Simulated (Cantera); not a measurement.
Charge: 1 mol BN, 1.3 mol HCl, a varied amount of N₂, held at 1848.15 K and 0.0180 bar.

Equilibrium computed with Cantera from the NASA thermochemical tables; the gas is ideal and each condensed phase is pure. Candidate condensed phases: B, BN, NH₄Cl; 21 gas species. The tables' values for BCl₂, BCl are old estimates; treat these amounts as uncertain. Gases not in the tables: BHCl₂. Kinetics and transport are ignored.

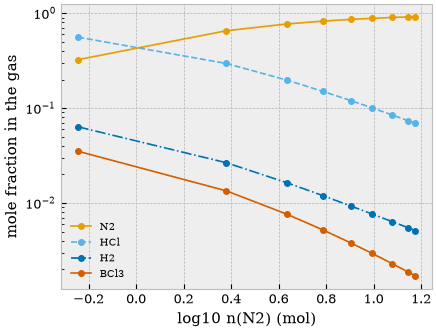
Equilibrium gas composition (values under 1e-9 drawn at 1e-9)

Read off the mole fractions at 12 mol N₂.

N₂ about 0.90, HCl about 0.084, H₂ about 0.0063, BCl₃ about 0.0023.
